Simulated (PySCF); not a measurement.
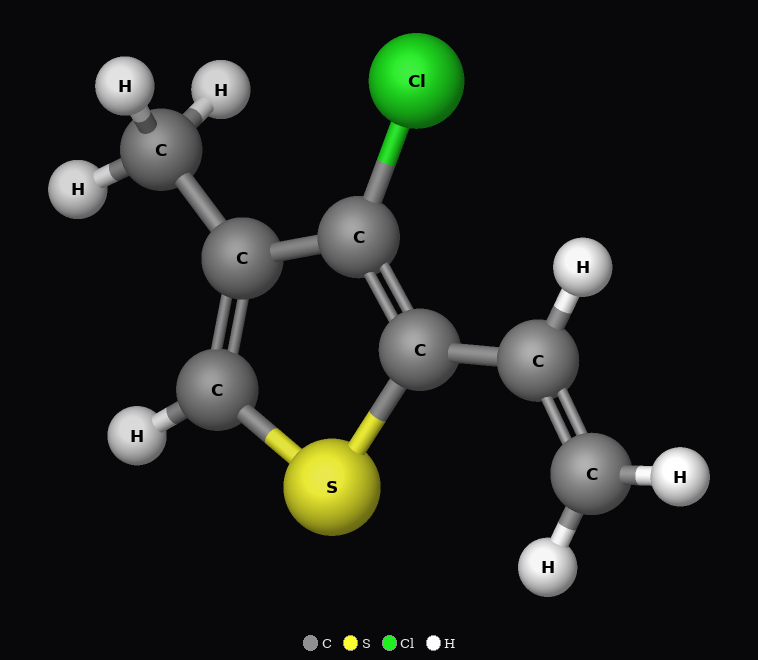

Computed geometry: GFN2-xTB optimisation. No frequency run is at hand to confirm it as a minimum.

**Give the formula.**

C7H7ClS, 16 atoms: 7 carbon, 7 hydrogen, 1 chlorine and 1 sulfur.

**Does it have rings?**

Independent rings (smallest set): 1 of 5 members, 1 of them aromatic.

More results for the same structure follow; atom numbers are the same in all pictures, views and colours differ.

Symmetry

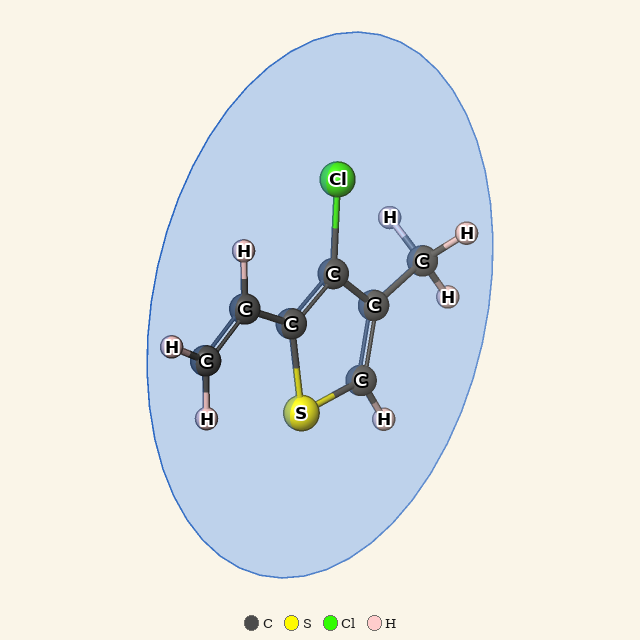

All proper rotation axes (lines) and mirror planes (discs) of the structure are drawn in. Atoms fade into the background with distance from the viewer. No frequency run is at hand to confirm it as a minimum.

**Name the symmetry elements and the point group.**

It has 1 mirror plane. Point group Cs. The group has 2 operations. The geometry is achiral, and symmetry allows a dipole moment.

Quadrupole coupling

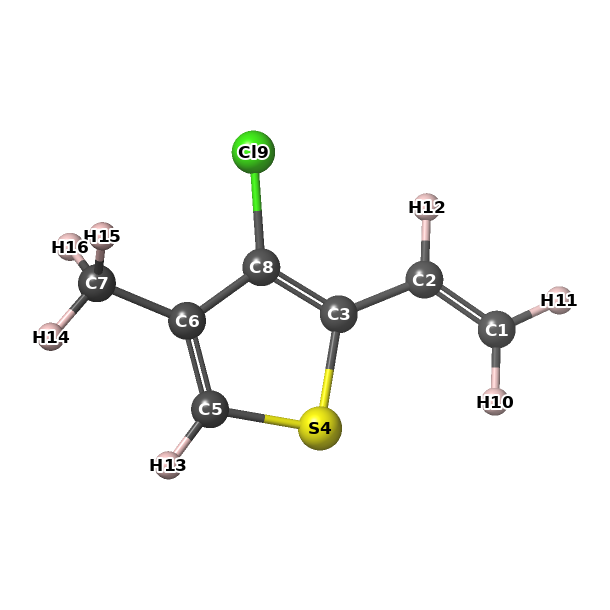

No frequency run is at hand to confirm it as a minimum. Electric field gradients from the ground-state density, PBE0/pcSseg-1 (PySCF 2.14.0), non-relativistic apart from any core potentials.

Give the largest field-gradient component, the quadrupole coupling constant and the asymmetry for 33S at S4 (Q = −67.81 mb), 35Cl at Cl9 (Q = −81.7 mb), 2H at H10 (Q = 2.86 mb), 2H at H11 (Q = 2.86 mb).

```json
{"atom": "S4", "V_zz (a.u.)": "1.912", "e²qQ/h (MHz)": "−30.5", "η": "0.74"}
{"atom": "Cl9", "V_zz (a.u.)": "3.900", "e²qQ/h (MHz)": "−74.9", "η": "0.06"}
{"atom": "H10", "V_zz (a.u.)": "0.333", "e²qQ/h (MHz)": "0.224", "η": "0.08"}
{"atom": "H11", "V_zz (a.u.)": "0.341", "e²qQ/h (MHz)": "0.229", "η": "0.05"}
```

NMR shielding

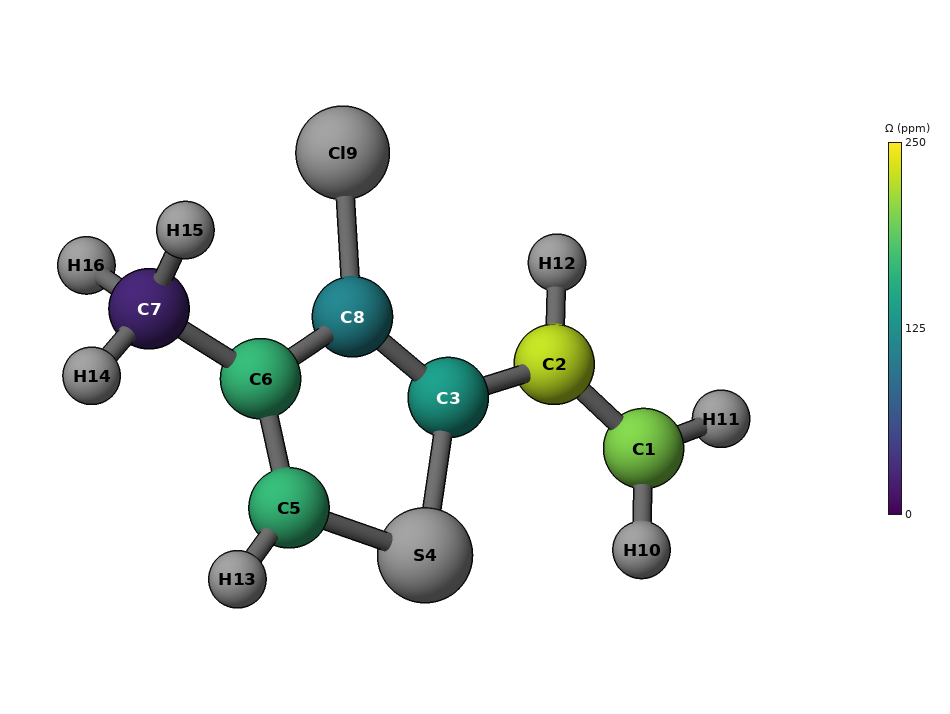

The C atoms are coloured by the span of their shielding tensor. No frequency run is at hand to confirm it as a minimum. Properties computed with GIAO PBE0/pcSseg-1 NMR shielding, non-relativistic, gas phase (PySCF 2.14.0). Principal shieldings σ11 ≤ σ22 ≤ σ33, span Ω = σ33 − σ11, skew κ = 3(σiso − σ22)/Ω.

**Which C atom has the most anisotropic shielding?**

C2, with a span of 227 ppm.

Give the shielding tensors of the C atoms.

```
atom    σ11    σ22    σ33   σiso      Ω      κ
  C1  −38.5   78.6  163.7   67.9  202.2  −0.16
  C2  −64.7   57.7  161.8   51.6  226.5  −0.08
  C3  −21.3   22.0  117.1   39.2  138.4   0.37
  C5  −25.7   67.1  141.6   61.0  167.3  −0.11
  C6  −30.2   29.4  137.1   45.4  167.3   0.29
  C7  158.4  163.2  186.0  169.2   27.6   0.65
  C8  −13.9   71.1   98.8   52.0  112.6  −0.51
```

Shieldings and span in ppm.

Charges

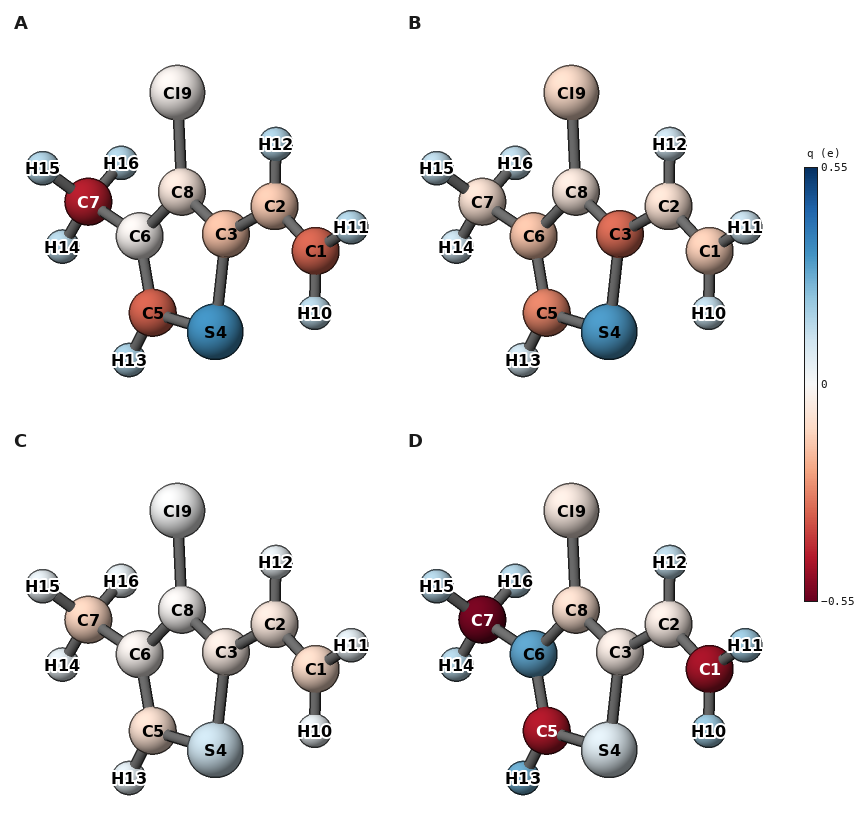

Atomic charges of one calculation by 4 schemes, on one colour scale. No frequency run is at hand to confirm it as a minimum. Method: PBE0/pcSseg-1 (PySCF 2.14.0).

**The schemes are ESP-fitted, Hirshfeld, IAO, Mulliken. Which panel shows which?**

A IAO, B Mulliken, C Hirshfeld, D ESP-fitted.

List the charges (e), one line for each set of equivalent atoms.

```csv
atom,IAO,Mulliken,Hirshfeld,ESP-fitted
C1,−0.31,−0.13,−0.10,−0.45
C2,−0.14,−0.08,−0.06,−0.04
C3,−0.16,−0.31,−0.04,−0.04
S4,0.33,0.31,0.11,0.07
C5,−0.32,−0.27,−0.08,−0.44
C6,−0.01,−0.15,−0.02,0.29
C7,−0.43,−0.08,−0.12,−0.52
C8,−0.06,−0.06,−0.01,−0.09
Cl9,−0.02,−0.10,0.00,−0.05
H10,0.15,0.13,0.04,0.20
H11,0.16,0.12,0.05,0.19
H12,0.16,0.11,0.04,0.14
H13,0.17,0.11,0.06,0.27
H14,0.15,0.12,0.05,0.15
"H15, H16",0.16,0.14,0.04,0.16
```

Mulliken values depend strongly on the basis set and can even reverse the polarity of a bond.
